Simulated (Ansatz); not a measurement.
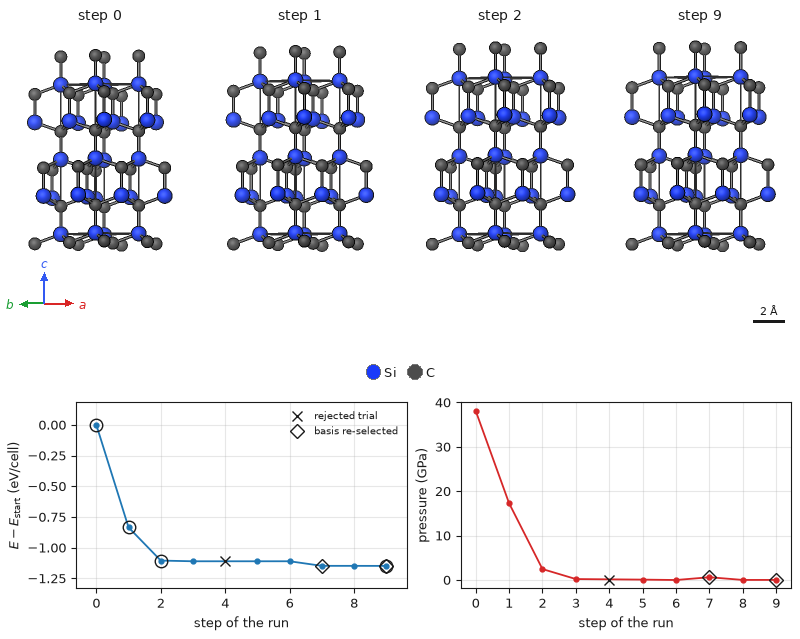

Frames of a relaxation of a crystal of SiC (built on the 4H polytype type), marked on the history of the run. Style: ball-and-stick. Shown: the cell of the calculation, from a free direction.

Method: DFT, PBE, plane waves, PAW in Ansatz.

Input file:
```yaml
crystal:
  lattice:
    - [2.9581671127, 0.0, 0.0]
    - [-1.4790835564, 2.5618478682, 0.0]
    - [0.0, 0.0, 9.6613737901]
  atoms:
    - { symbol: Si, position: [0.0, 0.0, 0.0] }
    - { symbol: Si, position: [0.3333333333, 0.6666666667, 0.25] }
    - { symbol: Si, position: [0.0, 0.0, 0.5] }
    - { symbol: Si, position: [0.6666666667, 0.3333333333, 0.75] }
    - { symbol: C, position: [0.0, 0.0, 0.1875] }
    - { symbol: C, position: [0.3333333333, 0.6666666667, 0.4375] }
    - { symbol: C, position: [0.0, 0.0, 0.6875] }
    - { symbol: C, position: [0.6666666667, 0.3333333333, 0.9375] }
kpoints:
  mp_grid: { grid: [12, 12, 4] }
hamiltonian:
  xc: pbe
scf:
  occupations: { method: fermi_dirac, width: 0.02 }
relax:
  f_tol: 0.005
  cell: {}
```

Run as
```bash
ansatz run input.yaml --threads 2 --pin off --max-ram 20275MiB --backend cpu --events-out ev --progress --plain --runs-dir out
```

Describe the path.

The largest moves relative to the cell, 0.004 Å, are those of C6 and C8. C8 goes along +c. Largest moves by element: C 0.004 Å, Si 0.002 Å. The volume changes by +14.7 %, with a = b 2.958 → 3.094 Å (+4.6 %), c 9.661 → 10.129 Å (+4.8 %). Near-neighbour distances that change, for instance: Si1–C5 1.812 → 1.899 Å, Si1–C8 1.812 → 1.893 Å. The space group stays P6_3mc (No. 186). After 6 accepted moves (9 points after the start) the energy has fallen by 1.148 eV per cell of the calculation. Largest force component: 0.2 eV/Å at the start, 0.0009 eV/Å at the end. The pressure goes from 38.13 to 0.02 GPa. The line search rejected the trial step at point 4 of the run. At 2 points the geometry stayed and the basis and grid were re-selected for the new cell (energy shift of 37.3 meV per cell of the calculation at most each time). Cost: 26 s on 2 threads of AMD EPYC 7R13 Processor (Zen 3) (shared host), peak memory 0.61 GiB. From step 0 to 1: volume +6.8 %, energy −0.834 eV per cell of the calculation. From step 1 to 2: volume +6.0 %, energy −0.270 eV per cell of the calculation. From step 2 to 9: volume +1.4 %, energy −43.4 meV per cell of the calculation.

```csv
step,"E − E(0), meV/atom","largest force component, eV/Å","pressure, GPa","volume, Å³/atom",note
0,0.00,0.2027,38.13,9.152,
1,-104.29,0.0993,17.30,9.772,
2,-138.08,0.0289,2.46,10.354,
3,-138.78,0.0117,0.21,10.457,
4,-138.76,0.0240,0.00,10.467,rejected
5,-138.78,0.0021,0.09,10.463,
6,-138.77,0.0000,0.00,10.467,
7,-143.44,0.0006,0.62,10.467,"same geometry, new basis"
8,-143.44,0.0009,0.02,10.497,
9,-143.50,0.0009,0.02,10.497,"same geometry, new basis"
```
